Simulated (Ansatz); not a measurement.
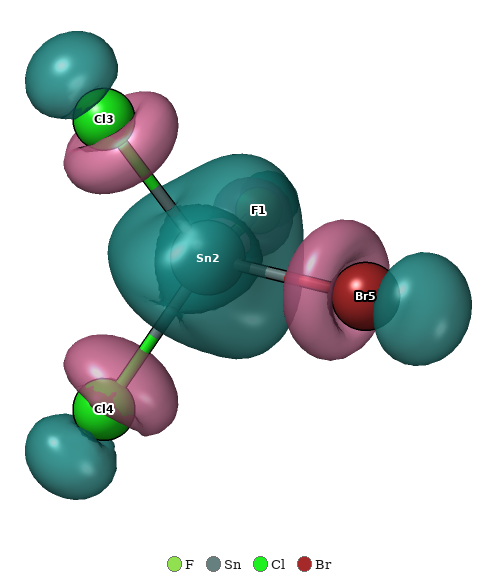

Figure. BrCl2FSn. One frontier orbital at ±0.15 Å⁻³ᐟ² (teal and pink are the two phases), seen at a tilt.

Geometry: PBE0-D4/def2-TZVP; core potentials replace the inner electrons of Sn.

Level of theory: RKS PBE0-D4/def2-TZVPP (Ansatz).

```yaml
atoms:
  - { symbol: F, position_ang: [-0.4996, -0.1610, 1.8451] }
  - { symbol: Sn, position_ang: [-0.0002, -0.0317, 0.0229] }
  - { symbol: Cl, position_ang: [1.8853, -1.2925, -0.2346] }
  - { symbol: Cl, position_ang: [-1.7249, -0.8979, -1.1961] }
  - { symbol: Br, position_ang: [0.3894, 2.3095, -0.4787] }
```

Question: Which orbital is it: HOMO or LUMO?

Answer: The LUMO, at −3.28 eV. Its weight (Hirshfeld) is mainly on Sn2 (about 35 %), Br5 (about 25 %), Cl3 (about 15 %), Cl4 (about 15 %) and F1 (about 10 %).
